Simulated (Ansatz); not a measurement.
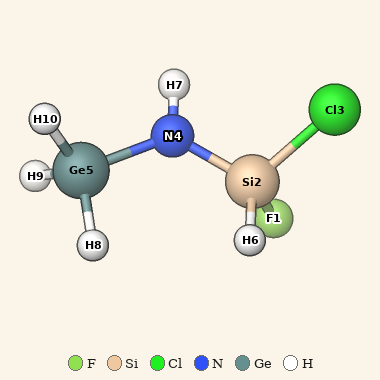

The system is ClFGeH5NSi, SMILES F[SiH](Cl)[NH][GeH3]; the picture shows the reference structure. First axis: umbrella angle at N4 (between each of its bonds and their common axis; 90 is planar). Second axis: change of the bonds N4–Si2, N4–Ge5, N4–H7, all alike. Nothing is relaxed (all other coordinates rigid). The grid has 9 × 9 points. Points are written as (first, second). Energies: kcal/mol, counted from the lowest grid point. All numbers below come from RKS r2SCAN-D4/def2-SVP (Ansatz 0.2.0).

Its coordinates:

```xyz
10

F    -2.2238    0.7312    1.2096
Si   -0.6701    0.2879    1.3594
Cl   -0.6086   -0.8956    3.0472
N    -0.0986   -0.6100    0.0301
Ge    0.7401    0.0242   -1.4941
H     0.1146    1.5257    1.5367
H    -0.3176   -1.6053    0.0231
H     1.0374    1.5012   -1.2180
H    -0.1825   -0.1274   -2.7135
H     2.0342   -0.7713   -1.7171
```

Range: umbrella angle at N4 (between each of its bonds and their common axis; 90 is planar) from 66 to 114°; change of the bonds N4–Si2, N4–Ge5, N4–H7, all alike from −0.168 to 0.259 Å.

Q: Predict the map.

A: The lowest grid point is at (90°, −0.008 Å). It is the only kind of minimum in the scanned range. The highest grid point, (66°, −0.168 Å), lies 66.8 kcal/mol above the lowest. Round the minimum the two coordinates are weakly coupled (coupling −0.06 in units of the two stiffnesses).

| second ↓, first → | 66 | 72 | 78 | 84 | 90 | 96 | 102 | 108 | 114 |
| --- | --- | --- | --- | --- | --- | --- | --- | --- | --- |
| 0.259 | 45.5 | 46.4 | 48.1 | 49.5 | 49.8 | 48.9 | 46.9 | 44.7 | 43.4 |
| 0.206 | 33.0 | 32.6 | 33.4 | 34.2 | 34.4 | 33.6 | 32.3 | 31.1 | 30.9 |
| 0.152 | 22.1 | 20.5 | 20.3 | 20.5 | 20.4 | 20.0 | 19.3 | 19.0 | 19.9 |
| 0.099 | 14.1 | 11.2 | 10.1 | 9.7 | 9.5 | 9.2 | 9.2 | 9.7 | 11.8 |
| 0.046 | 9.9 | 5.6 | 3.5 | 2.6 | 2.2 | 2.2 | 2.7 | 4.2 | 7.5 |
| −0.008 | 10.9 | 5.2 | 2.1 | 0.6 | 0.0 | 0.2 | 1.3 | 3.7 | 8.3 |
| −0.061 | 19.0 | 11.7 | 7.6 | 5.5 | 4.7 | 5.1 | 6.7 | 10.1 | 16.1 |
| −0.114 | 36.4 | 27.5 | 22.3 | 19.6 | 18.6 | 19.2 | 21.3 | 25.6 | 33.1 |
| −0.168 | 66.8 | 56.1 | 49.8 | 46.4 | 45.2 | 45.9 | 48.7 | 53.9 | 63.0 |

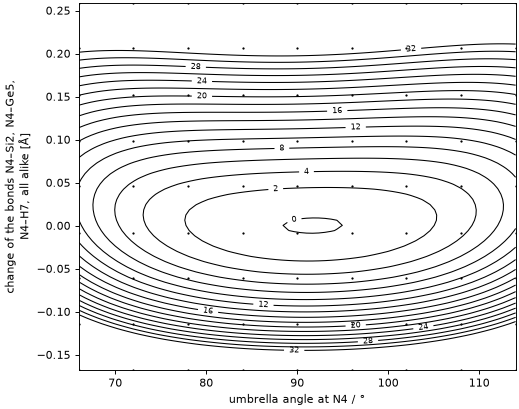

Drawn: contour lines labelled in kcal/mol (none above 32), dots at the grid points. Between grid points the surface is interpolated.

The whole map (81 points run) took 10 min on 1 thread of INTEL(R) XEON(R) PLATINUM 8581C CPU @ 2.10GHz (Emerald Rapids), with other jobs on the host.
